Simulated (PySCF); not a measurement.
```xyz
22

C     3.3650    0.1259   -0.2231
O     2.2674   -0.4820    0.4073
C     1.0608    0.2585    0.3288
C     0.4483    0.3077   -1.0807
C    -1.0580    0.5006   -0.9369
C    -1.5980   -0.5533    0.0397
C    -3.0136   -0.2313    0.5027
Si   -0.2571   -0.6273    1.4056
H     3.5268    1.1420    0.1603
H     4.2349   -0.4883    0.0045
H     3.2358    0.1774   -1.3104
H     1.2532    1.2873    0.6735
H     0.6486   -0.6495   -1.5684
H     0.8853    1.1012   -1.6915
H    -1.2539    1.4976   -0.5335
H    -1.5523    0.4324   -1.9088
H    -1.6288   -1.5135   -0.4865
H    -3.0369    0.7143    1.0397
H    -3.3825   -1.0086    1.1676
H    -3.6914   -0.1567   -0.3471
H    -0.6202    0.1633    2.5866
H     0.1562   -1.9783    1.7698
```

Geometry: GFN2-xTB.

The calculation used PySCF 2.14.0, PBE0/6-31G*, SCF density, gas phase, non-relativistic.

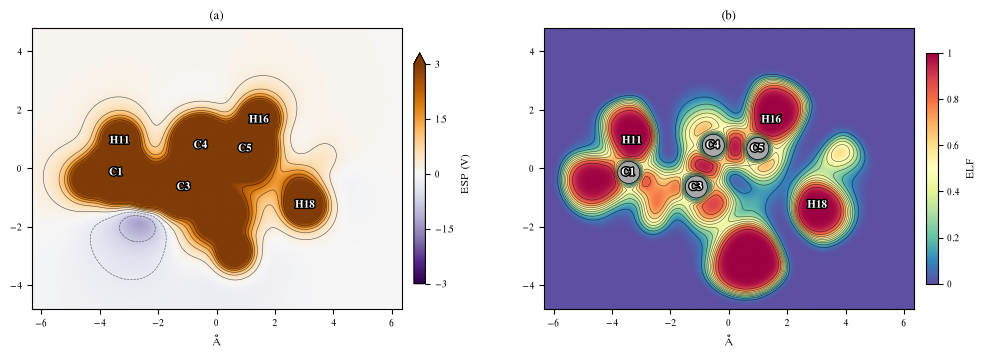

C₆H₁₄OSi (SMILES CO[C@H]1CC[C@H](C)[SiH2]1). (a) molecular electrostatic potential; (b) ELF on the plane of atoms C3, C4 and C5. Grey discs cover the atomic cores in the ELF map.

What do the fields say about this system?

- Atoms in the plane: C and H.
- C–C (1.54 Å): the ELF peaks at about 0.95 between the atoms (a shared electron pair).
- C–H (1.10 Å): the ELF climbs to about 1 towards the hydrogen, as it does in any bond to H: a covalent bond by its length.
- The ELF also peaks beside O2, away from the bonds: lone-pair regions.
- Outside the dense part of the molecule the potential is most negative (−1.3 V) near O2, which lies off the plane.
